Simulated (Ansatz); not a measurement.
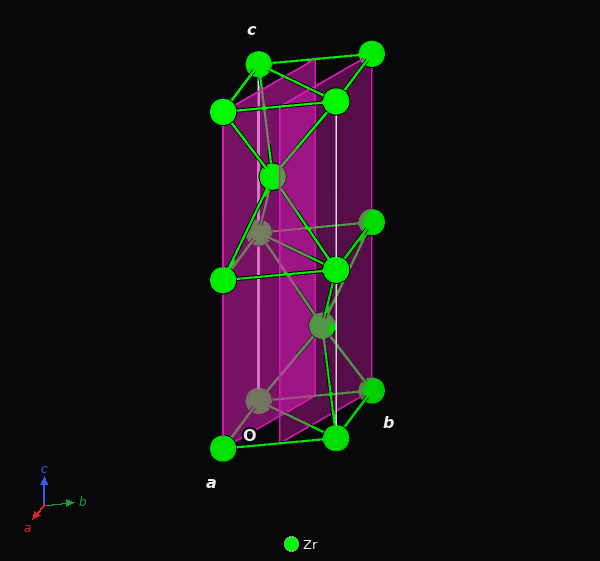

Crystal: Zr, the input geometry of an electronic-structure calculation (not necessarily at equilibrium); the starting structure was generated, so it need not be a known form of this composition. Every member of one family of equally spaced planes, hx + ky + lz = a whole number, that cuts the unit cell is shaded (one member passes through the origin O, touching the cell only at an edge or corner). Geometry calculated from the standardised cell; symmetry tolerance 0.002 Å.

a = 3.250 Å, b = 3.250 Å, c = 10.501 Å, α = 90.00°, β = 90.00°, γ = 120.00°.

Question: Which (hkl) family is drawn?

Answer: (1 2 0), in four indices (1 2 −3 0); the opposite sign names the same planes. The member next to the origin meets the axes a at 1, b at 1/2, c never.

Question: What is the spacing?

Answer: d = 1.064 Å.

Question: Which atoms of the cell lie in these planes (within 0.03 Å)?

Answer: 2 of the 4 Zr.

Question: The space group is P6_3/mmc, No. 194. How many reflections hkl are equivalent to this one (itself included), and does it occur?

Answer: 12 reflections are equivalent in the Laue class 6/mmm. The space group allows the reflection.
